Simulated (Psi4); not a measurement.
# SiHF2 (SMILES F[SiH]F): a chain of runs, part 2 of 2

Psi4 1.11.

## (4) The singlet cation: a structure relaxation at wB97X-D/cc-pVDZ (density fitting) (run 3)

File job.py:

```python
import psi4

psi4.set_memory('1600 MB')
psi4.set_num_threads(1)
psi4.set_output_file('run.log', False)

geom = psi4.geometry("""
1 1
F      1.316412     0.628648    -0.408994
Si    -0.027965    -0.312073    -0.311761
F     -1.323883     0.696496    -0.240056
H      0.036718    -1.052140     0.996384
symmetry c1
""")

e, wfn = psi4.optimize("wb97x-d/cc-pVDZ", return_wfn=True)
print('E =', round(e, 9))
print(geom.to_string(dtype='xyz', units='Angstrom'))
```

The run is started by

```bash
$ python job.py
```

run.log:

```text
-----------------------------------------

    			 OPTKING 3.0: for geometry optimizations

    			        with contributions from

    			-----------------------------------------

		 -- Optimization Parameters --
	GEOM_MAXITER                   =              50
	ALG_GEOM_MAXITER               =              50
	PRINT                          =               1
	OPT_TYPE                       =             MIN
	STEP_TYPE                      =             RFO
	PROGRAM                        =            PSI4
	STEEPEST_DESCENT_TYPE          =         OVERLAP
	CONJUGATE_GRADIENT_TYPE        =        FLETCHER
	OPT_COORDINATES                =        INTERNAL
	RFO_FOLLOW_ROOT                =           False
	RFO_ROOT                       =               0
	ACCEPT_SYMMETRY_BREAKING       =           False
	DYNAMIC_LVL                    =               0
	DYNAMIC_LVL_MAX                =               0
	IRC_STEP_SIZE                  =             0.2
	IRC_DIRECTION                  =         FORWARD
	IRC_POINTS                     =              20
	IRC_MODE                       =          NORMAL
	IRC_CONVERGENCE                =            -0.7
	INTRAFRAG_STEP_LIMIT           =             0.5
	INTRAFRAG_STEP_LIMIT_MIN       =           0.001
	INTRAFRAG_STEP_LIMIT_MAX       =             1.0
	INTERFRAG_STEP_LIMIT           =             0.5
	INTERFRAG_STEP_LIMIT_MIN       =           0.001
	INTERFRAG_STEP_LIMIT_MAX       =             1.0
	ENSURE_BT_CONVERGENCE          =           False
	SIMPLE_STEP_SCALING            =           False
	CONSECUTIVE_BACKSTEPS          =               0
	RFO_NORMALIZATION_MAX          =             100
	RSRFO_ALPHA_MAX                =     100000000.0
	PRINT_TRAJECTORY_XYZ_FILE      =           False
	WRITE_TRAJECTORY               =           False
	FROZEN_DISTANCE                =
	FROZEN_BEND                    =
gradient() will perform analytic gradient computation.

   => Loading Basis Set <=

    Name: CC-PVDZ
    Role: ORBITAL
    Keyword: BASIS

   => WB97X-D: Empirical Dispersion <=

    Chai and Head-Gordon Dispersion Correction

        s6 =       1.000000

         ---------------------------------------------------------
                                   SCF
                              RKS Reference
                        1 Threads,   1525 MiB Core
         ---------------------------------------------------------

  ==> Geometry <==

    Molecular point group: c1
    Full point group: C1

    Geometry (in Angstrom), charge = 1, multiplicity = 1:

       Center              X                  Y                   Z               Mass
    ------------   -----------------  -----------------  -----------------  -----------------
         F            1.329659026927     0.398966815792    -0.109675082076    18.998403162730
         SI          -0.014717973073    -0.541754184208    -0.012442082076    27.976926534650
         F           -1.310635973073     0.466814815792     0.059262917924    18.998403162730
         H            0.049965026927    -1.281821184208     1.295702917924     1.007825032230

  Running in c1 symmetry.

  Rotational constants: A =      0.90052  B =      0.24780  C =      0.20126 [cm^-1]
  Rotational constants: A =  26996.82367  B =   7428.82675  C =   6033.58176 [MHz]
  Nuclear repulsion =  106.004032573096083

  Charge       = 1
  Multiplicity = 1
  Electrons    = 32
  Nalpha       = 16
  Nbeta        = 16

  ==> Algorithm <==

  SCF Algorithm Type is DF.
  DIIS enabled.
  MOM disabled.
  Fractional occupation disabled.
  Guess Type is SAD.
  Energy threshold   = 1.00e-08
  Density threshold  = 1.00e-08
  Integral threshold = 1.00e-12

  ==> Primary Basis <==

  Basis Set: CC-PVDZ
    Blend: CC-PVDZ
    Number of shells: 23
    Number of basis functions: 51
    Number of Cartesian functions: 54
    Spherical Harmonics?: true
    Max angular momentum: 2

  ==> DFT Potential <==

   => LibXC <=

    Version 7.1.2

   => Composite Functional: WB97X-D <=

    wB97X-D Hyb-GGA Exchange-Correlation Functional

    Deriv               =              1
    GGA                 =           TRUE
    Meta                =          FALSE

    Exchange Hybrid     =           TRUE
    MP2 Hybrid          =          FALSE

   => Exchange-Correlation Functionals <=

    1.0000   wB97X-D range-separated functional

   => Exact (HF) Exchange <=

    0.7780            HF,LR [omega = 0.2000]
    0.2220               HF

   => LibXC Density Thresholds  <==

    XC_HYB_GGA_XC_WB97X_D:  1.00E-14

   => Molecular Quadrature <=

    Radial Scheme          =       TREUTLER
    Pruning Scheme         =           NONE
    Nuclear Scheme         =       TREUTLER

    Blocking Scheme        =         OCTREE
    BS radius alpha        =              1
    Pruning alpha          =              1
    Radial Points          =             75
    Spherical Points       =            302
    Total Points           =          87295
    Total Blocks           =            699
    Max Points             =            256
    Max Functions          =             51
    Weights Tolerance      =       1.00E-15

   => Loading Basis Set <=

    Name: (CC-PVDZ AUX)
    Role: JKFIT
    Keyword: DF_BASIS_SCF
 [-0.00547718 -0.08214903 -0.05260177]
 [-0.02156672  0.03105442  0.02021287]
 [ 0.00148814  0.01980296  0.01530493]]
[... 17 lines of this table left out ...]
	   0.000000   0.053624

[... 34 lines left out ...]
	Measures of convergence in internal coordinates in au.
[... 23 lines left out ...]
	Current energy:      -489.4296265191
[... 37 lines left out ...]
	   Step    Total Energy     Delta E     Max Force     RMS Force      Max Disp      RMS Disp
[... 49 lines left out ...]
	                                 ==> Convergence Check <==
[... 8 lines left out ...]
	  Convergence Criteria     1.00e-06 *    3.00e-04 *             o    1.20e-03 *             o
[... 49 lines left out ...]
	Measures of convergence in internal coordinates in au.
[... 23 lines left out ...]
	Current energy:      -489.4534380592
[... 37 lines left out ...]
	   Step    Total Energy     Delta E     Max Force     RMS Force      Max Disp      RMS Disp
[... 49 lines left out ...]
	                                 ==> Convergence Check <==
[... 8 lines left out ...]
	  Convergence Criteria     1.00e-06 *    3.00e-04 *             o    1.20e-03 *             o
[... 49 lines left out ...]
	Measures of convergence in internal coordinates in au.
[... 11 lines left out ...]
	                      ===> Final Convergence Report <===
[... 53 lines left out ...]
    Final Occupation by Irrep:
[... 10 lines left out ...]
    One-Electron Energy =                -888.2963799432862970
[... 2 lines left out ...]
    Empirical Dispersion Energy =          -0.0005242654977911
[... 16 lines left out ...]
 Dipole X            :         -0.0295289            0.0436560            0.0141271
[... 75 lines left out ...]
    Weights Tolerance      =       1.00E-15
[... 52 lines left out ...]
	   Step    Total Energy     Delta E     Max Force     RMS Force      Max Disp      RMS Disp
[... 143 lines left out ...]
                           Total Energy        Delta E     RMS |[F,P]|
[... 3 lines left out ...]
   @DF-RKS iter   2:  -489.45342249065214   -1.14712e-04   1.01169e-04 ADIIS/DIIS
[... 2 lines left out ...]
   @DF-RKS iter   5:  -489.45343805160354   -5.37562e-07   1.25580e-06 DIIS
[... 2 lines left out ...]
   @DF-RKS iter   8:  -489.45343805923761   -1.08002e-11   1.01095e-08 DIIS
[... 28 lines left out ...]
    Final Occupation by Irrep:
[... 10 lines left out ...]
    One-Electron Energy =                -887.5372757858892783
[... 2 lines left out ...]
    Empirical Dispersion Energy =          -0.0005284969901562
[... 16 lines left out ...]
 Dipole X            :         -0.0195741            0.0455630            0.0259889
[... 43 lines left out ...]
    Weights Tolerance      =       1.00E-15
[... 52 lines left out ...]
	   Step    Total Energy     Delta E     Max Force     RMS Force      Max Disp      RMS Disp
[... 88 lines left out ...]
                           Total Energy        Delta E     RMS |[F,P]|
[... 3 lines left out ...]
   @DF-RKS iter   2:  -489.45346460545449   -2.51413e-06   1.15999e-05 DIIS
[... 2 lines left out ...]
   @DF-RKS iter   5:  -489.45346487984966   -1.27476e-08   1.85777e-07 DIIS
[... 2 lines left out ...]
  Energy and wave function converged.
[... 16 lines left out ...]
    Nuclear Repulsion Energy =            109.1328503403887851
[... 2 lines left out ...]
    DFT Exchange-Correlation Energy =     -30.1391582712782409
[... 2 lines left out ...]
    Total Energy =                       -489.4534648800183163
[... 16 lines left out ...]
 Dipole Z            :         -0.6070024            1.5246263            0.9176239
[... 89 lines left out ...]
	Measures of convergence in internal coordinates in au.
[... 73 lines left out ...]
    Weights Tolerance      =       1.00E-15
[... 22 lines left out ...]
   @DF-RKS iter   1:  -489.45346671466717   -1.65550e-04   4.58069e-06 DIIS
[... 2 lines left out ...]
   @DF-RKS iter   4:  -489.45346677633279   -2.69205e-09   2.89649e-07 DIIS
[... 2 lines left out ...]
  Energy and wave function converged.
[... 11 lines left out ...]
       1A    -66.743289     2A    -25.134029     3A    -25.134026
       4A     -5.842050     5A     -4.190933     6A     -4.186860
       7A     -4.182525     8A     -1.611770     9A     -1.595543
      10A     -0.958118    11A     -0.874777    12A     -0.859489
      13A     -0.839435    14A     -0.811645    15A     -0.801784
      16A     -0.787588

    Virtual:

      17A     -0.281671    18A     -0.245381    19A     -0.143951
      20A     -0.037305    21A      0.068051    22A      0.114841
      23A      0.146490    24A      0.152221    25A      0.174649
[... 8 lines of this table left out ...]
      50A      3.625353    51A      3.703458

    Final Occupation by Irrep:
              A
    DOCC [    16 ]
    NA   [    16 ]
    NB   [    16 ]

  @DF-RKS Final Energy:  -489.45346677652833

   => Energetics <=

    Nuclear Repulsion Energy =            109.1161689711076548
    One-Electron Energy =                -887.3365100171148470
    Two-Electron Energy =                 318.9064586109766424
    DFT Exchange-Correlation Energy =     -30.1390541435735706
    Empirical Dispersion Energy =          -0.0005301979242218
    VV10 Nonlocal Energy =                  0.0000000000000000
    Total Energy =                       -489.4534667765283302

Computation Completed

Properties will be evaluated at   0.000000,   0.000000,   0.000000 [a0]

Properties computed using the SCF density matrix

 Multipole Moments:

 ------------------------------------------------------------------------------------
     Multipole            Electronic (a.u.)      Nuclear  (a.u.)        Total (a.u.)
 ------------------------------------------------------------------------------------

 L = 1.  Multiply by 2.5417464519 to convert [e a0] to [Debye]
 Dipole X            :         -0.0182385            0.0457509            0.0275125
 Dipole Y            :          0.8019712           -2.0135079           -1.2115366
 Dipole Z            :         -0.6071321            1.5236949            0.9165628
 Magnitude           :                                                    1.5194293

 ------------------------------------------------------------------------------------

	total time  =          1 seconds =       0.02 minutes

         ------------------------------------------------------------
                                   SCF GRAD
         ------------------------------------------------------------

  ==> Geometry <==

    Molecular point group: c1
    Full point group: C1

    Geometry (in Angstrom), charge = 1, multiplicity = 1:

       Center              X                  Y                   Z               Mass
    ------------   -----------------  -----------------  -----------------  -----------------
         F            1.331863215118     0.269527875339    -0.315613489500    18.998403162730
         SI           0.008124842342    -0.357745580465     0.270658920900    27.976926534650
         F           -1.345669655267     0.338333327733    -0.144293158490    18.998403162730
         H            0.034720509765    -1.527815177180     1.156239557983     1.007825032230

  Nuclear repulsion =  109.116168971107655

   => Molecular Quadrature <=

    Radial Scheme          =       TREUTLER
    Pruning Scheme         =           NONE
    Nuclear Scheme         =       TREUTLER

    Blocking Scheme        =         OCTREE
    BS radius alpha        =              1
    Pruning alpha          =              1
    Radial Points          =             75
    Spherical Points       =            302
    Total Points           =          87139
    Total Blocks           =            699
    Max Points             =            256
    Max Functions          =             51
    Weights Tolerance      =       1.00E-15

  -Total Gradient:
     Atom            X                  Y                   Z
    ------   -----------------  -----------------  -----------------
       1       -0.000022586355     0.000153216789    -0.000109106888
       2       -0.000002332833     0.000059432838    -0.000060379288
       3        0.000016310809     0.000152218299    -0.000111596507
       4       -0.000002617925     0.000130954196    -0.000093502258

	total time  =          1 seconds =       0.02 minutes

    			-----------------------------------------

    			 OPTKING 3.0: for geometry optimizations

    			        with contributions from

    			-----------------------------------------

	                            ===> Fragment 1 <==

	 Z (Atomic Numbers)          Masses                          Geom
	       9.000000            18.998403          2.51685671  0.50933387 -0.59642306
	      14.000000            27.976927          0.01535373 -0.67604117  0.51147123
	       9.000000            18.998403         -2.54294710  0.63935733 -0.27267455
	       1.000000             1.007825          0.06561225 -2.88715226  2.18497610

	 - Coordinate -           - BOHR/RAD -       - ANG/DEG -
	 R(1,2)           =         2.981621           1.577806
	 R(2,3)           =         2.981621           1.577806
	 R(2,4)           =         2.773474           1.467659
[... 5 lines of this table left out ...]
	 O(4,2,1,3)       =         0.000178           0.010207

	        --- Internal Coordinate Step in ANG or DEG, aJ/ANG or AJ/DEG ---
	-------------------------------------------------------------------------------
	           Coordinate      Previous         Force          Change          New
	           ----------      --------        ------          ------        ------
	               R(1,2)       1.57781       -0.00001       -0.00000       1.57780
	               R(2,3)       1.57781       -0.00001       -0.00000       1.57780
	               R(2,4)       1.46766        0.00005        0.00002       1.46768
[... 5 lines of this table left out ...]
	           O(4,2,1,3)       0.01021       -0.00000       -0.00744       0.00277
	-------------------------------------------------------------------------------

	                                 ==> Convergence Check <==

	Measures of convergence in internal coordinates in au.

	Criteria marked as inactive (o), active & met (*), and active & unmet ( ).

	----------------------------------------------------------------------------------------------
	   Step    Total Energy     Delta E     Max Force     RMS Force      Max Disp      RMS Disp
	----------------------------------------------------------------------------------------------
	  Convergence Criteria     1.00e-06 *    3.00e-04 *             o    1.20e-03 *             o
	----------------------------------------------------------------------------------------------
	     7    -489.45346678   -1.90e-06      7.62e-05 *    3.12e-05 o    6.10e-04 *    2.61e-04 o  ~
	----------------------------------------------------------------------------------------------

Next Geometry in Ang
	Fragment 1 (Ang)

	    F   1.3321163725   0.2693517992  -0.3155217719
	   Si   0.0081244483  -0.3575466399   0.2705729127
	    F  -1.3459177413   0.3381701339  -0.1441693704
	    H   0.0347158324  -1.5276748477   1.1561100605

    Final optimized geometry and variables:
    Molecular point group: c1
    Full point group: C1

    Geometry (in Angstrom), charge = 1, multiplicity = 1:

    F            1.331863215118     0.269527875339    -0.315613489500
    SI           0.008124842342    -0.357745580465     0.270658920900
    F           -1.345669655267     0.338333327733    -0.144293158490
    H            0.034720509765    -1.527815177180     1.156239557983

[set-up sections that repeat, and orbital energies of the middle runs, are left out above]
```

The script printed:

```text
Optimizer: Optimization complete!
E = -489.453466777
4
1 1 F2HSi
F                     1.331863215118     0.269527875339    -0.315613489500
Si                    0.008124842342    -0.357745580465     0.270658920900
F                    -1.345669655267     0.338333327733    -0.144293158490
H                     0.034720509765    -1.527815177180     1.156239557983
```

Run time: 18 s. Hardware: 1 thread of Intel Xeon 6975P-C (Granite Rapids), shared host; peak memory 0.41 GiB.

The path in brief:

```tsv
step	energy from the first frame kept (eV)	largest force (eV/Å)
0	0.0000	5.0240
1	-0.5906	3.1265
2	-1.0410	1.4546
3	-1.2099	0.5880
4	-1.2385	0.0747
5	-1.2393	0.0154
6	-1.2393	0.0097
```

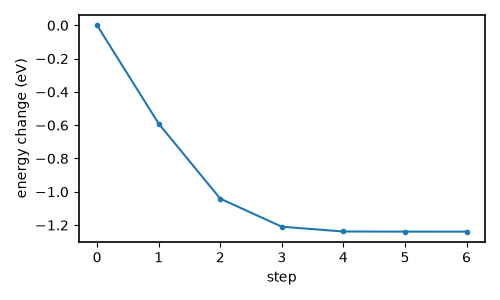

Energy along the run.

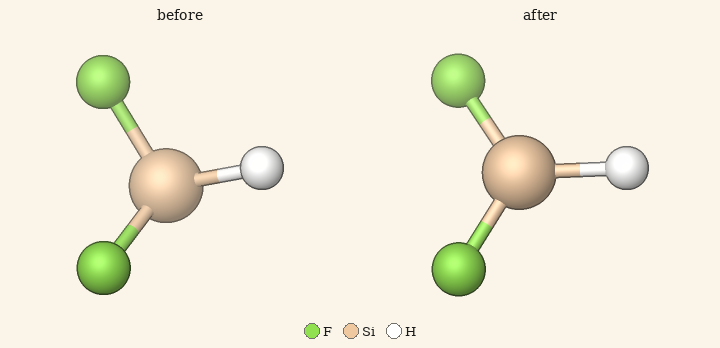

Before and after, at one scale.

After the run. Bond lengths: F1–Si2 1.578 Å, Si2–F3 1.578 Å, Si2–H4 1.468 Å. Angles: F1–Si2–F3 116.5°, F1–Si2–H4 121.7°, F3–Si2–H4 121.7°.

## (5) A single-point energy at U-wB97X-D/cc-pVDZ (density fitting) (run 4)

File calc.in:

```
memory 1.6 GB

molecule system {
  0 2
  F      2.49182310     0.94336829    -1.16205307
  Si    -0.00967918    -0.24200589    -0.05415955
  F     -2.56798096     1.07339278    -0.83830519
  H      0.04057809    -2.45311773     1.61934600
  units bohr
  symmetry c1
}

set {
  basis     cc-pVDZ
  reference uks
}

e_tot, wfn = energy("wb97x-d", return_wfn=True)
print_variables()
```

The run is started by

```bash
$ psi4 calc.in calc.out -n 1
```

calc.out, shortened:

```text
[...]
  Running in c1 symmetry.
[...]
  Nuclear repulsion =  109.116171332834355
[...]
  Multiplicity = 2
[...]
  Nalpha       = 17
  Nbeta        = 16
[...]
    Number of basis functions: 51
[...]
   @DF-UKS iter   1:  -489.64257851662592   -4.57823e-01   8.85916e-03 ADIIS/DIIS
[...]
   @DF-UKS iter   8:  -489.71116560732719   -1.56175e-08   4.82847e-07 DIIS
[...]
   @S^2 Observed:                7.560353777E-01
[...]
    Orbital Energies [Eh]
    ---------------------
    Alpha Occupied:
       1A    -66.375312     2A    -24.843880     3A    -24.843875
       4A     -5.485040     5A     -3.831682     6A     -3.830916
       7A     -3.828020     8A     -1.329909     9A     -1.314712
      10A     -0.679309    11A     -0.598746    12A     -0.581633
      13A     -0.570880    14A     -0.544715    15A     -0.529474
      16A     -0.507173    17A     -0.228677
    Alpha Virtual:
      18A      0.007807    19A      0.114865    20A      0.209954
      21A      0.302934    22A      0.354472    23A      0.403731
      24A      0.413279    25A      0.427917    26A      0.480581
[...]
  @DF-UKS Final Energy:  -489.71116560732719
   => Energetics <=
    Nuclear Repulsion Energy =            109.1161713328343552
    One-Electron Energy =                -897.3301604278124159
    Two-Electron Energy =                 328.8361045392875326
    DFT Exchange-Correlation Energy =     -30.3327508536828390
    Empirical Dispersion Energy =          -0.0005301979538057
    VV10 Nonlocal Energy =                  0.0000000000000000
    Total Energy =                       -489.7111656073271888
[...]
 Multipole Moments:
 ------------------------------------------------------------------------------------
     Multipole            Electronic (a.u.)      Nuclear  (a.u.)        Total (a.u.)
 ------------------------------------------------------------------------------------
 L = 1.  Multiply by 2.5417464519 to convert [e a0] to [Debye]
 Dipole X            :         -0.0358025            0.0457509            0.0099484
 Dipole Y            :          1.5777172           -2.0135080           -0.4357908
 Dipole Z            :         -1.1932348            1.5236949            0.3304601
 Magnitude           :                                                    0.5470068
[...]
```

Run time: 3.3 s. Hardware: 1 thread of Intel Xeon 6975P-C (Granite Rapids), shared host; peak memory 0.36 GiB.

## (6) What came out

This closing draws on all 2 parts.

| quantity | value |
| --- | --- |
| run 1, U-wB97X-D/cc-pVDZ: total energy at the end | -489.76890 Eh |
| run 1, U-wB97X-D/cc-pVDZ: dipole moment | 1.76 D |
| run 1, U-wB97X-D/cc-pVDZ: HOMO energy (highest over α and β) | -8.87 eV |
| run 1, U-wB97X-D/cc-pVDZ: LUMO energy (lowest over α and β) | -1.74 eV |
| run 1, U-wB97X-D/cc-pVDZ: dispersion energy | -1.35 kJ/mol |
| run 1, U-wB97X-D/cc-pVDZ: ⟨S²⟩ | 0.752 |
| singlet cation, run 2: total energy | -489.40792 Eh |
| singlet cation, run 2: HOMO energy | -20.71 eV |
| singlet cation, run 2: LUMO energy | -10.60 eV |
| singlet cation, run 2: HOMO–LUMO gap | 10.11 eV |
| singlet cation, run 2: dispersion energy | -1.35 kJ/mol |
| singlet cation, run 3: total energy at the end | -489.45347 Eh |
| singlet cation, run 3: HOMO energy | -21.43 eV |
| singlet cation, run 3: LUMO energy | -7.66 eV |
| singlet cation, run 3: HOMO–LUMO gap | 13.77 eV |
| singlet cation, run 3: dispersion energy | -1.39 kJ/mol |
| run 4, U-wB97X-D/cc-pVDZ: total energy | -489.71117 Eh |
| run 4, U-wB97X-D/cc-pVDZ: dipole moment | 1.39 D |
| run 4, U-wB97X-D/cc-pVDZ: HOMO energy (highest over α and β) | -6.22 eV |
| run 4, U-wB97X-D/cc-pVDZ: LUMO energy (lowest over α and β) | 0.21 eV |
| run 4, U-wB97X-D/cc-pVDZ: dispersion energy | -1.39 kJ/mol |
| run 4, U-wB97X-D/cc-pVDZ: ⟨S²⟩ | 0.756 |
| adiabatic ionisation energy (to the singlet cation, no zero-point term) | 8.583 eV |

**Reading.** The adiabatic ionisation energy (to the singlet cation, no zero-point term) is 8.58 eV (198 kcal/mol). The optimisation (run 1, U-wB97X-D/cc-pVDZ) took 5 steps and changed the energy by -0.132 eV. The optimisation (singlet cation, run 3) took 7 steps and changed the energy by -1.239 eV.
